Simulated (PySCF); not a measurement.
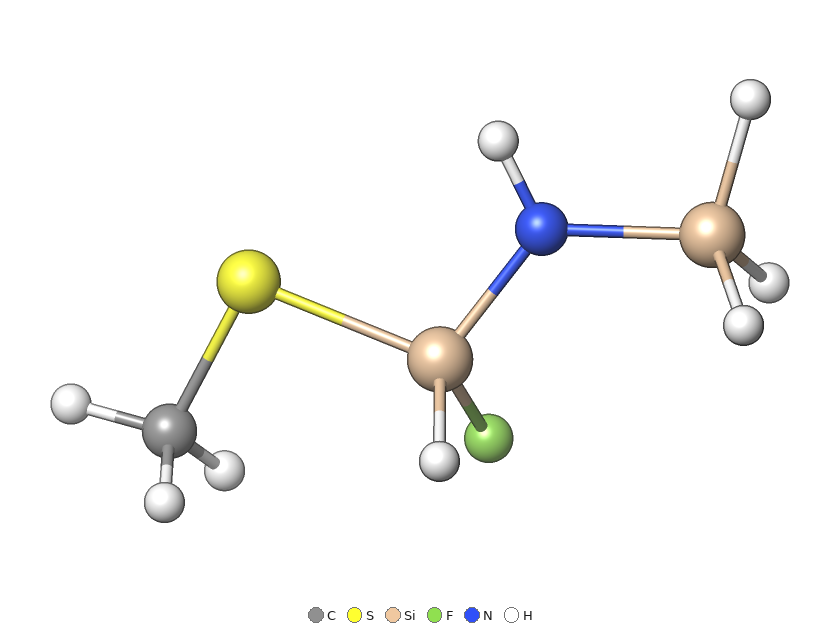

Rendered structure (ball-and-stick style). Every bond is drawn as one stick, whatever its order.

The computed structure is the end point of a GFN2-xTB optimisation. No frequency run is at hand to confirm it as a minimum.

What does the picture show?

Formula CH₈FNSSi₂. Its SMILES string is `CS[Si@@H](F)N[SiH3]`. It has no ring. Among its groups: Si–H bond, Si–N bond. This geometry has C1 symmetry. Coordination: 1 C tetrahedral; 1 S bent; 2 Si tetrahedral; 1 N trigonal planar.

The parts below concern this one geometry. Atoms keep their numbers from picture to picture.

**Shape**

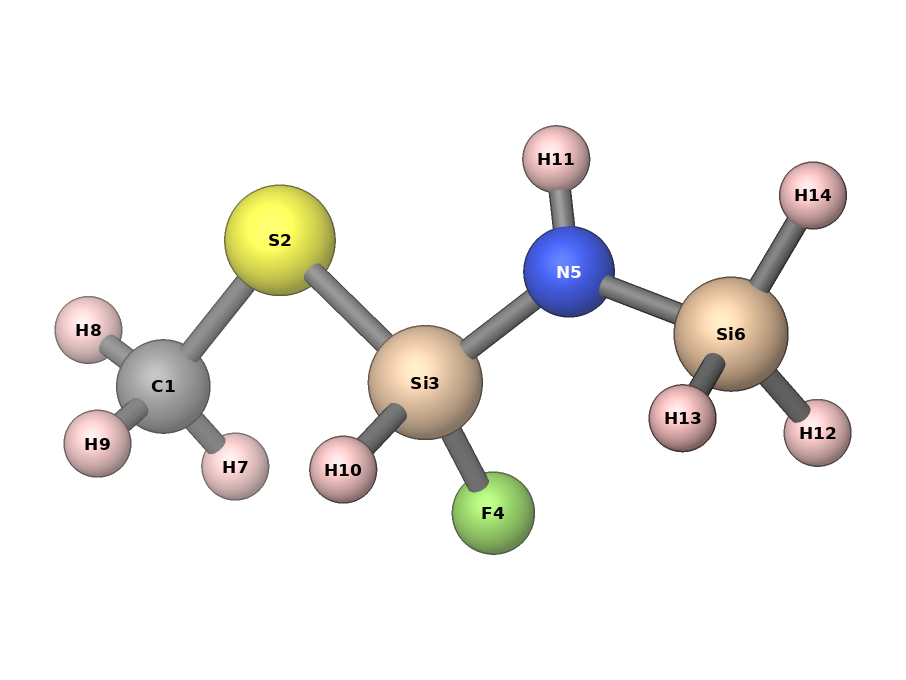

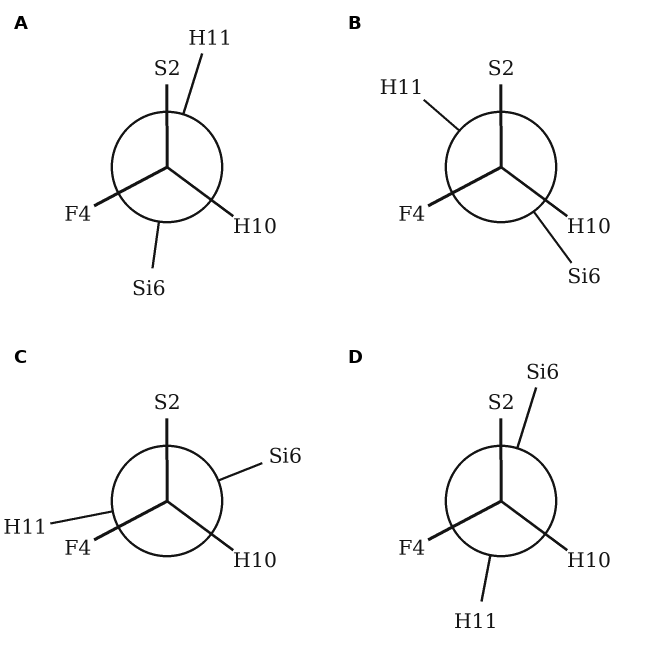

Depth is shown by fading: the farther an atom, the more it takes the colour of the background. Bonds that would overlap in a projection are set slightly apart. No frequency run is at hand to confirm it as a minimum.

Which Newman projection shows the view along Si3–N5, with Si3 in front?

A. The torsion angle S2–Si3–N5–Si6 is −172°, antiperiplanar (anti).

**Polarisability**

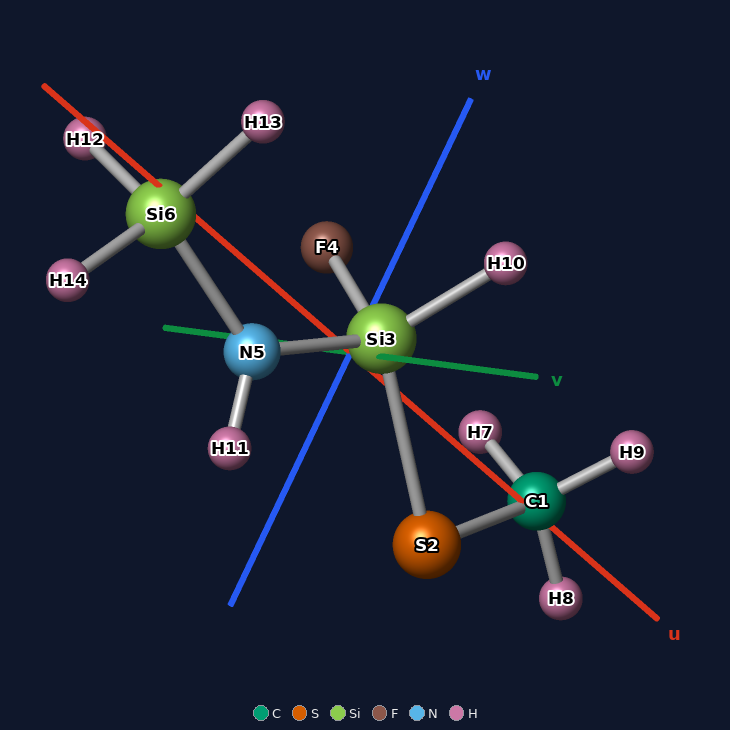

The lines u, v and w are the principal axes of the static dipole polarisability. No frequency run is at hand to confirm it as a minimum. Level of theory: PBE0/def2-SVPD (PySCF 2.14.0).

Along which axis is the molecule most polarisable, and along which least?

Most along u (close to the long direction C1···Si6), least along v.

Give the three principal values.

u 116.8, v 75.9, w 83.7 bohr³; mean 92.1, anisotropy 37.5 bohr³.

**Bond orders**

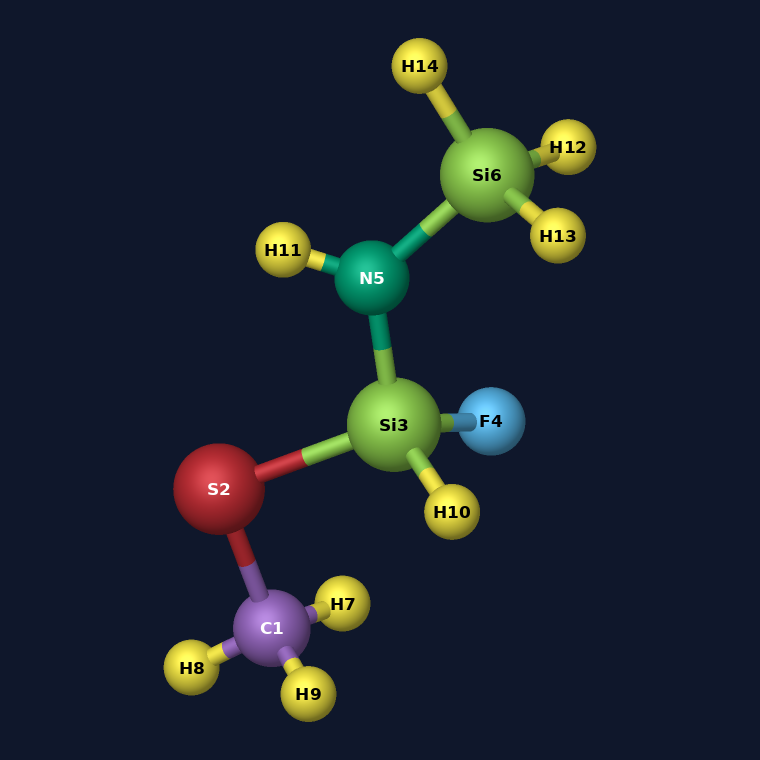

Every bond is drawn as one stick. No frequency run is at hand to confirm it as a minimum. Level of theory: PBE0/pcSseg-1 (PySCF 2.14.0).

List the Mayer bond orders of C1–S2, C1–H7, C1–H8, C1–H9, S2–Si3, Si3–F4, Si3–N5, Si3–H10, N5–Si6, N5–H11, Si6–H12, Si6–H13, Si6–H14.

```csv
bond,Mayer order,length (Å)
C1–S2,0.99,1.820
C1–H7,0.95,1.085
C1–H8,0.96,1.085
C1–H9,0.95,1.085
S2–Si3,0.98,2.130
Si3–F4,0.91,1.613
Si3–N5,1.03,1.704
Si3–H10,0.89,1.450
N5–Si6,0.91,1.739
N5–H11,0.92,1.006
Si6–H12,0.93,1.461
Si6–H13,0.93,1.464
Si6–H14,0.95,1.460
```

**Excitation**

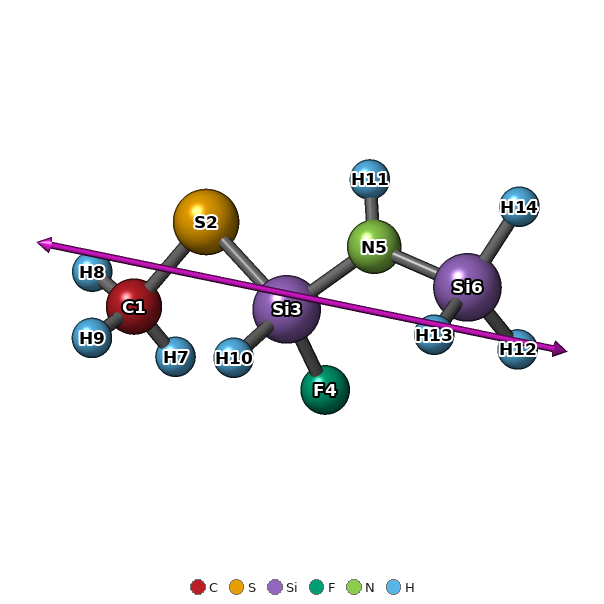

The double arrow shows the direction of the transition dipole to excited singlet state 4 (its length means nothing). No frequency run is at hand to confirm it as a minimum. Level of theory: TDDFT PBE0/def2-SVPD, vertical, gas phase, core orbitals frozen in the response (PySCF 2.14.0).

Where does the transition lie, and how strong is it?

6.52 eV (190 nm), oscillator strength 0.040, mainly HOMO−1 → LUMO (weight 0.56); transition dipole 1.27 D.

The geometry is semi-empirical. Around Si such bond lengths and angles can be off by a tenth of an ångström or more and by several degrees, and values that hang on the shape move with them.
